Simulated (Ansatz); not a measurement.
# ClFH2OSeTi: the cost of one run

Method: functionals in def2-TZVPP, the program's frozen cores in correlated methods; program: Ansatz 0.2.0, Gaussian basis.

Plan: PBE-D4, r2SCAN-D4, PBE0-D4, B3LYP-D4, ωB97X-V, ωB97M-V, B2PLYP; CCSD(T)/def2-TZVPP; MP2/def2-QZVPP; extrapolation to the limit.

## 1. The relaxed structure

The geometry comes from an earlier relaxation with PBE0-D4 in a triple-zeta def2 set; it is a stationary point, not always the lowest conformer.

SMILES `[OH][Ti]([F])([Cl])[SeH]`, 7 atoms, charge 0, spin multiplicity 1.

Atoms are counted from 1 here; the program's logs count them from 0.

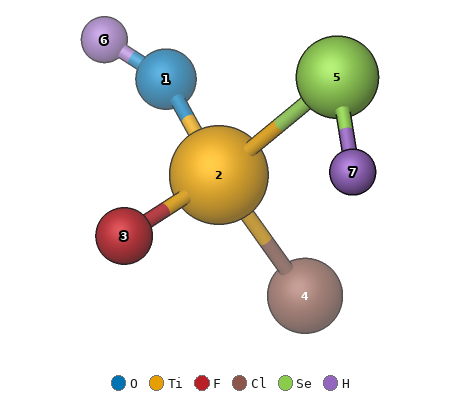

The structure; oxygen blue, titanium amber, fluorine red, chlorine brown, selenium green, hydrogen purple; atoms are numbered from 1 in the order of the file.

## 2. PBE-D4 (GGA)

in.yaml

```yaml
crystal:
  periodic: [false, false, false]
  atoms:
    - {symbol: O, position_ang: [-1.691724, 0.456818, 0.011703]}
    - {symbol: Ti, position_ang: [-0.095441, -0.210478, -0.261979]}
    - {symbol: F, position_ang: [0.042325, -1.881614, 0.227693]}
    - {symbol: Cl, position_ang: [0.505682, -0.028137, -2.365236]}
    - {symbol: Se, position_ang: [1.334865, 1.133167, 1.140508]}
    - {symbol: H, position_ang: [-2.551223, 0.305556, 0.406557]}
    - {symbol: H, position_ang: [2.455517, 0.224697, 0.840764]}
basis:
  gaussian: {orbitals: def2-TZVPP}
hamiltonian: {xc: pbe, dispersion: d4}
output: {forces: true, orbitals: {seedname: orbitals}}
```

Command:

```bash
$ ansatz run in.yaml --threads 2 --pin off --events-out ev --progress --plain --max-ram 32768MiB --backend cpu
```

**Question.** How long does this run take on 2 threads of AMD EPYC 7R13, shared host, and how much memory does it need?

About 4.8 s, with a peak of 0.4 GiB.
